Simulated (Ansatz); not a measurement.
A series of calculations on SiH$_{5}$O$_{3}$F

**1. Relaxation**

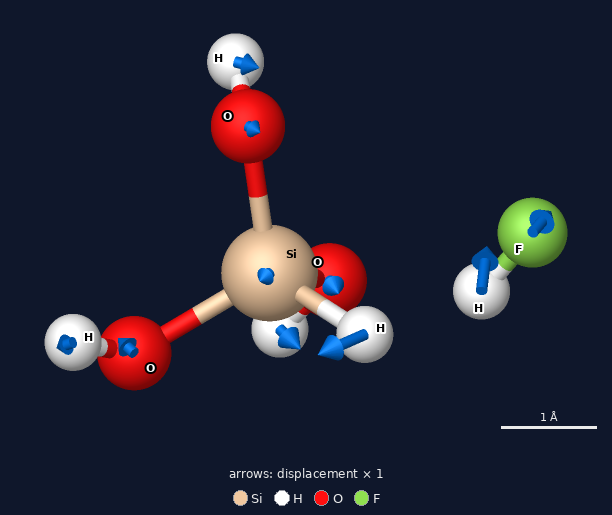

A relaxation of SiH₅O₃F. The starting structure is drawn; blue arrows show the displacements, at their true length. The two geometries are superimposed by the best rigid fit.

Style: ball-and-stick. Shown at a tilt.

The run prepares an end point of a later path (reaction) calculation, from a guessed geometry.

Level of theory: Ansatz 0.2.0, RKS r2SCAN-D4/def2-SVP.

Input
```yaml
crystal:
  periodic: [false, false, false]
  atoms:
    - { symbol: Si, position_ang: [-0.255071, -0.165612, 0.201462] }
    - { symbol: H, position_ang: [-0.121618, 0.085645, 1.636319] }
    - { symbol: O, position_ang: [1.28578, 0.031731, -0.408931] }
    - { symbol: H, position_ang: [1.666936, -0.7595, -0.811152] }
    - { symbol: O, position_ang: [-1.334676, 0.902651, -0.433094] }
    - { symbol: H, position_ang: [-1.140084, 1.259776, -1.307329] }
    - { symbol: O, position_ang: [-0.629864, -1.738713, -0.170604] }
    - { symbol: H, position_ang: [-1.556556, -2.000452, -0.12159] }
    - { symbol: F, position_ang: [1.125538, 1.949139, 1.412779] }
    - { symbol: H, position_ang: [1.396014, 1.093035, 1.177939] }
basis:
  gaussian: { orbitals: def2-SVP }
hamiltonian:
  xc: r2scan
  dispersion: d4
relax:
  f_tol: 0.03
  max_steps: 50
```

Launched with:
```bash
ansatz run input.yaml --threads 4 --pin off --max-ram 5120MiB --backend cpu --events-out ev --progress --plain --runs-dir out
```

### Atoms of which element are displaced furthest, and by how much?

Hydrogen: up to 0.69 Å, against 0.50 Å for fluorine.

### Describe the change and its energy.

The energy falls by 0.345 eV in 10 geometry steps. The largest force component goes from 0.54 to 0.019 eV/Å. H10 moves most after the best rigid fit: 0.69 Å. By element the largest moves are H 0.69 Å, F 0.50 Å, O 0.29 Å, Si 0.20 Å. Among the contacts that change: F9–H10 0.928 → 0.942 Å, Si1–H2 1.463 → 1.475 Å, Si1–O3 1.669 → 1.678 Å, Si1–O5 1.646 → 1.642 Å. Among the angles between lasting bonds that change: H2–Si1–O3 104.7° → 113.4°, O3–Si1–O5 112.8° → 109.2°, H2–Si1–O5 109.1° → 106.2°. Groups turn about Si1–O7 by about 25°.

**2. Relaxation**

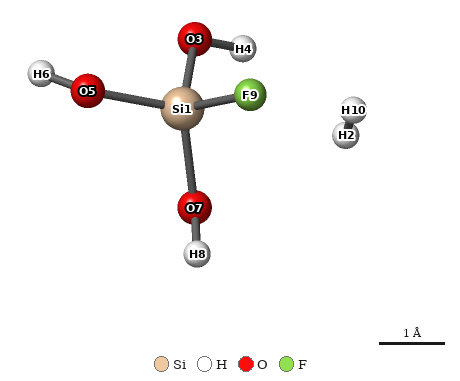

Starting structure of SiH₅O₃F. The picture is a ball-and-stick view, seen at a tilt.

The run prepares an end point of a later path (reaction) calculation, from a guessed geometry.

Level of theory: RKS r2SCAN-D4/def2-SVP (Ansatz 0.2.0).

The input:
```yaml
crystal:
  periodic: [false, false, false]
  atoms:
    - { symbol: Si, position_ang: [-0.181457, 0.37722, -0.199169] }
    - { symbol: H, position_ang: [1.095105, -0.703969, 1.88199] }
    - { symbol: O, position_ang: [1.25001, -0.094914, -0.837284] }
    - { symbol: H, position_ang: [1.766003, -0.735007, -0.335351] }
    - { symbol: O, position_ang: [-0.999192, 1.222693, -1.340347] }
    - { symbol: H, position_ang: [-0.899544, 0.93298, -2.253359] }
    - { symbol: O, position_ang: [-0.979077, -0.9535, 0.353503] }
    - { symbol: H, position_ang: [-1.779465, -0.796867, 0.867913] }
    - { symbol: F, position_ang: [-0.024624, 1.418006, 1.011958] }
    - { symbol: H, position_ang: [1.18864, -0.008942, 2.025948] }
basis:
  gaussian: { orbitals: def2-SVP }
hamiltonian:
  xc: r2scan
  dispersion: d4
relax:
  f_tol: 0.03
  max_steps: 50
```

Run as
```bash
ansatz run input.yaml --threads 4 --pin off --max-ram 5120MiB --backend cpu --events-out ev --progress --plain --runs-dir out
```

What does the optimiser find from here?

After 25 accepted moves (30 points after the start) the energy has fallen by 18.9 kJ/mol. Largest force component: 1.8 eV/Å at the start, 0.016 eV/Å at the end. The line search rejected the trial steps at points 4, 8, 11, 12, 26 of the run. The forces were under the threshold at step 27, but the run went on from there. The atom that moves furthest after the best rigid fit is H2 (1.59 Å). Largest moves by element: H 1.59 Å, O 0.66 Å, F 0.61 Å, Si 0.30 Å. Among the contacts that change: H2–H10 0.716 → 0.759 Å, Si1–F9 1.605 → 1.615 Å.

History of the run:

```tsv
step	E − E(0), kJ/mol	largest force component, eV/Å	note
0	0.00	1.7555	
1	-12.22	0.3130	
2	-15.81	0.1393	
3	-16.86	0.2035	
4	-15.08	0.8799	rejected
5	-17.13	0.0334	
6	-17.18	0.0558	
7	-17.24	0.0453	
8	-17.23	0.2945	rejected
9	-17.27	0.0888	
10	-17.33	0.0493	
11	-17.21	0.4772	rejected
12	-17.29	0.1437	rejected
13	-17.41	0.0410	
14	-17.50	0.1889	
15	-17.63	0.2554	
16	-17.81	0.2111	
17	-17.99	0.2066	
18	-18.12	0.1998	
19	-18.25	0.1439	
21	-18.53	0.1117	
22	-18.61	0.0771	
23	-18.73	0.0600	
24	-18.78	0.0882	
25	-18.81	0.0419	
26	-18.80	0.0474	rejected
27	-18.83	0.0146	
28	-18.85	0.0075	
29	-18.86	0.0564	
30	-18.87	0.0162
```

The structure at the end:

```xyz
10

Si   -0.4452    0.2507   -0.2437
H     2.4043   -0.0505    2.4935
O     1.0437   -0.3043   -0.6418
H     1.3164   -1.1384   -0.2421
O    -0.9004    1.3915   -1.3270
H    -0.6666    1.2248   -2.2470
O    -1.4408   -1.0531   -0.1111
H    -2.3028   -0.9070    0.2960
F    -0.4498    1.0183    1.1776
H     1.8776    0.2255    2.0214
```

After the run, drawn alike:

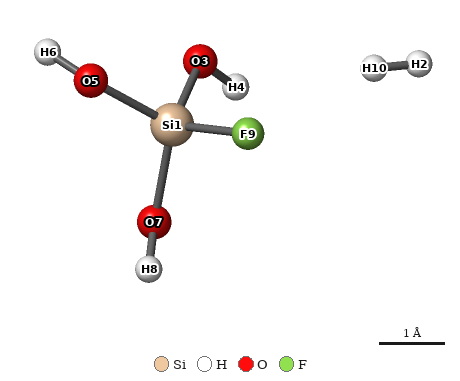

**3. Path**

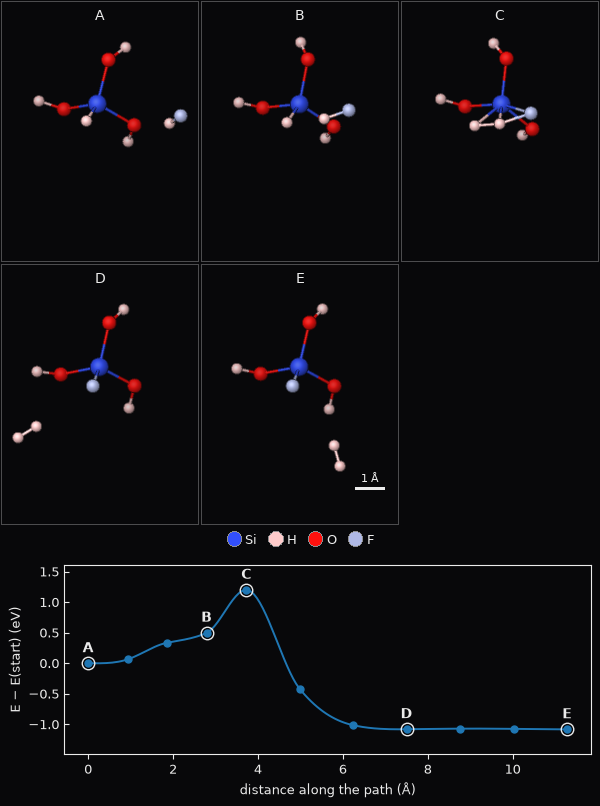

A search for the minimum-energy path of SiH5O3F by the nudged elastic band. Images are numbered from 0 (start) to 10 (end). Frames A to E are images 0, 3, 4, 7, 10. Style: ball-and-stick. Shown at a tilt.

Computed with RKS r2SCAN-D4/def2-SVP (Ansatz). Settings: 9 movable images; climbing image; force threshold 0.05 eV/Å; iteration limit 60; starting path through a guess of the saddle point.

What happens along the path, and what is the barrier?

Answer. The energy climbs by 1.20 eV to image 4 and then falls by 2.28 eV, so the end point sits at −1.08 eV. Breaking: F–H (0.94 → 2.60 Å), H–Si (1.47 → 3.96 Å). Forming: H–H (3.08 → 0.76 Å), F–Si (3.21 → 1.62 Å). The band converged in 26 iterations, with a climbing image at the top. At the top, the vibrational analysis gives one imaginary mode (866i cm⁻¹), as a transition state must have.
